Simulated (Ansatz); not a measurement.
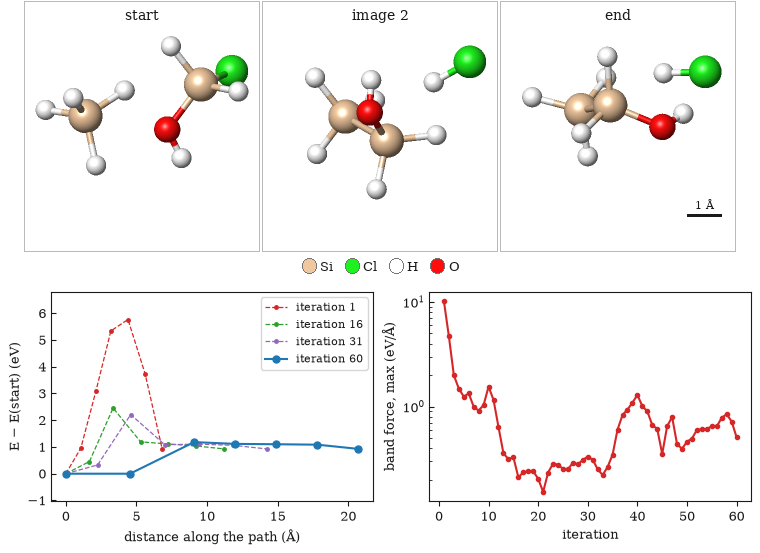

NEB run on Si2H7OCl, made up at the start of SiH₃OCl and SiH4. Images are numbered from 0 (start) to 6 (end). The plot follows the band through its iterations. A ball-and-stick model, seen at a tilt.

The calculation used Ansatz 0.2.0, RKS PBE-D4/def2-SVP. Run with 5 movable images; climbing image; force threshold 0.05 eV/Å; iteration limit 60; spring constant 0.5 eV/Å²; starting path through a guess of the saddle point.

Q: Did the band converge, and can the barrier be trusted?

A: The result isn't final. The band hadn't converged when the run stopped after 60 iterations. The largest component of the band force went from 10 to 0.51 eV/Å. The barrier read from it is provisional: over the last two iterations the highest image moved from 1.24 eV to 1.18 eV. The first iteration put the highest image at 5.77 eV. The energy climbs by 1.18 eV to image 2 and then falls by 0.25 eV, so the end point sits at +0.93 eV.

Limits of the set-up: the start holds two separate molecules, 3.0 Å apart at their closest, whose relative position is a soft coordinate.

The run took 9.3 min on 2 threads of Arm Neoverse V1, with other jobs on the host, peak memory 0.14 GiB.
